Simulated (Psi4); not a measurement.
**AlCl (aluminium monochloride): CCSD(T)/aug-cc-pVTZ**

Aim: the energy change on altering one bond length of AlCl (aluminium monochloride) at CCSD(T)/aug-cc-pVTZ, from 2 runs. 

Program for the calculation: Psi4 1.11.

**1. The structure to begin with**

AlCl: 2 atoms, total charge 0, spin state singlet. As SMILES, `[Al][Cl]`. The bond length is the measured one.

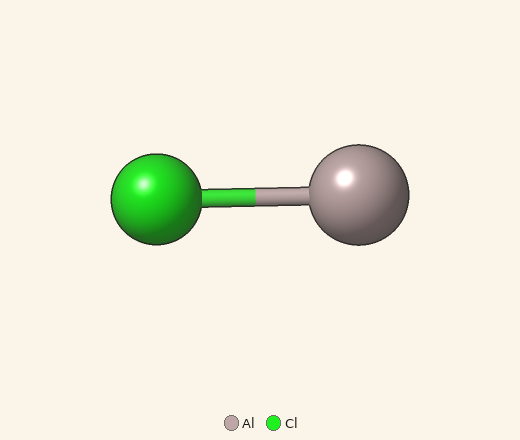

Viewed from a chosen angle; aluminium light grey, chlorine green.

**2. The energy at CCSD(T)/aug-cc-pVTZ**

run_ase.py

```python
import numpy as np
from ase.calculators.psi4 import Psi4
from ase import Atoms

atoms = Atoms(['Al', 'Cl'], positions=[
    [0.000000, 0.000000, 0.000000],
    [0.000000, 0.000000, 2.130113],
])
calc = Psi4(atoms=atoms, method='ccsd(t)', basis='aug-cc-pVTZ', memory='1600MB', num_threads=1, charge=0, multiplicity=1, label='psi4-calc')
calc.psi4.set_options({'puream': True, 'e_convergence': 1e-09, 'd_convergence': 1e-08, 'scf_type': 'pk', 'num_frozen_docc': 10})
atoms.calc = calc

print(f'energy: {atoms.get_potential_energy():.6f} eV')
```

The run is started by

```sh
$ python run_ase.py
```

psi4-calc.dat, cut to the lines that bear on the results:

```text
[...]
  Running in c1 symmetry.
[...]
  Nuclear repulsion =   54.902328448335837
[...]
  Multiplicity = 1
[...]
  Nalpha       = 15
  Nbeta        = 15
[...]
    Number of basis functions: 100
[...]
   @RHF iter   1:  -701.49340427349171   -5.63117e-01   1.94096e-03 ADIIS/DIIS
[...]
   @RHF iter  10:  -701.51113014848931   -1.93268e-12   1.82032e-09 DIIS
[...]
    Orbital Energies [Eh]
    ---------------------
    Doubly Occupied:
       1A   -104.812343     2A    -58.518090     3A    -10.539154
       4A     -8.005209     5A     -8.004573     6A     -8.004573
       7A     -4.927691     8A     -3.236448     9A     -3.235995
      10A     -3.235995    11A     -1.069618    12A     -0.547050
      13A     -0.461978    14A     -0.461978    15A     -0.330192
[...]
  @RHF Final Energy:  -701.51113014848931
   => Energetics <=
    Nuclear Repulsion Energy =             54.9023284483358367
    One-Electron Energy =               -1082.0451480851163524
    Two-Electron Energy =                 325.6316894882913289
    Total Energy =                       -701.5111301484892010
[...]
 Multipole Moments:
 ------------------------------------------------------------------------------------
     Multipole            Electronic (a.u.)      Nuclear  (a.u.)        Total (a.u.)
 ------------------------------------------------------------------------------------
 L = 1.  Multiply by 2.5417464519 to convert [e a0] to [Debye]
 Dipole X            :         -0.0000000            0.0000000           -0.0000000
 Dipole Y            :          0.0000000            0.0000000            0.0000000
 Dipole Z            :         -0.8490066            0.2658241           -0.5831825
 Magnitude           :                                                    0.5831825
[...]
      * MP2 total energy                      = -701.757306424256740
[...]
      * CCSD total energy                     = -701.782493584603458
[...]
      * CCSD(T) total energy                  = -701.794267038740372
```

On the terminal:

```text
energy: -19096.794710 eV
```

Run time: 53 s. Hardware: 1 thread of AMD EPYC 7R43 (Zen 3), shared host; peak memory 0.98 GiB.

**3. The distorted shape, same level**

alcl.in

```
memory 1600 mb

molecule m {
  0 1
  Al
  Cl 1 R2

  R2 = 3.1952
  symmetry c1
  no_reorient
  no_com
}

set {
  basis aug-cc-pVTZ
  puream true
  e_convergence 1e-09
  d_convergence 1e-08
  scf_type pk
  num_frozen_docc 10
}

energy("ccsd(t)")
```

The run is started by

```sh
$ psi4 -n 1 alcl.in alcl.out
```

alcl.out, cut to the lines that bear on the results:

```text
[...]
  Running in c1 symmetry.
[...]
  Nuclear repulsion =   36.601202916271291
[...]
  Multiplicity = 1
[...]
  Nalpha       = 15
  Nbeta        = 15
[...]
    Number of basis functions: 100
[...]
   @RHF iter   1:  -701.37604532521436   -8.02199e-01   2.88101e-03 DIIS/ADIIS
[...]
   @RHF iter  11:  -701.43866261292783   -2.27374e-12   1.87503e-09 DIIS
[...]
    Orbital Energies [Eh]
    ---------------------
    Doubly Occupied:
       1A   -104.716343     2A    -58.615144     3A    -10.439092
       4A     -7.905203     5A     -7.904767     6A     -7.904767
       7A     -5.019489     8A     -3.325758     9A     -3.325758
      10A     -3.325021    11A     -0.938226    12A     -0.471011
      13A     -0.350794    14A     -0.350794    15A     -0.347133
[...]
  @RHF Final Energy:  -701.43866261292783
   => Energetics <=
    Nuclear Repulsion Energy =             36.6012029162712906
    One-Electron Energy =               -1046.2011360133801645
    Two-Electron Energy =                 308.1612704841810455
    Total Energy =                       -701.4386626129278284
[...]
 Multipole Moments:
 ------------------------------------------------------------------------------------
     Multipole            Electronic (a.u.)      Nuclear  (a.u.)        Total (a.u.)
 ------------------------------------------------------------------------------------
 L = 1.  Multiply by 2.5417464519 to convert [e a0] to [Debye]
 Dipole X            :         -0.0000000            0.0000000           -0.0000000
 Dipole Y            :         -0.0000000            0.0000000           -0.0000000
 Dipole Z            :         -4.2460106            0.3987400           -3.8472707
 Magnitude           :                                                    3.8472707
[...]
      * MP2 total energy                      = -701.681955547759912
[...]
      * CCSD total energy                     = -701.707241750540561
[...]
      * CCSD(T) total energy                  = -701.719497243733144
[...]
```

Wall time 62 s (1 thread of AMD EPYC 7R43 (Zen 3), shared host); peak memory 0.97 GiB.

**4. Results**

At CCSD(T)/aug-cc-pVTZ, 10 core orbitals frozen:

| quantity | value |
| --- | --- |
| first shape: total energy | -701.79427 Eh |
| first shape: HOMO energy (Hartree–Fock orbitals) | -8.98 eV |
| first shape: LUMO energy (Hartree–Fock orbitals) | 0.47 eV |
| first shape: HOMO–LUMO gap (Hartree–Fock orbitals) | 9.46 eV |
| first shape: correlation energy (10 core orbitals frozen) | -283.1 mEh |
| first shape: (T) correction | -11.77 mEh |
| first shape: T1 diagnostic | 0.012 |
| distorted shape: total energy | -701.71950 Eh |
| distorted shape: HOMO energy (Hartree–Fock orbitals) | -9.45 eV |
| distorted shape: LUMO energy (Hartree–Fock orbitals) | -0.73 eV |
| distorted shape: HOMO–LUMO gap (Hartree–Fock orbitals) | 8.72 eV |
| distorted shape: correlation energy (10 core orbitals frozen) | -280.8 mEh |
| distorted shape: (T) correction | -12.26 mEh |
| distorted shape: T1 diagnostic | 0.018 |
| energy change with the Al1–Cl2 bond stretched from 2.130 to 3.195 Å | 2.035 eV |

With the Al1–Cl2 bond stretched from 2.130 to 3.195 Å the energy rises by 2.03 eV (47 kcal/mol). The first shape isn't relaxed at this level, so the change isn't measured from a minimum. The triples (first shape) make up 4.2 % of the correlation energy. The triples (distorted shape) make up 4.4 % of the correlation energy.
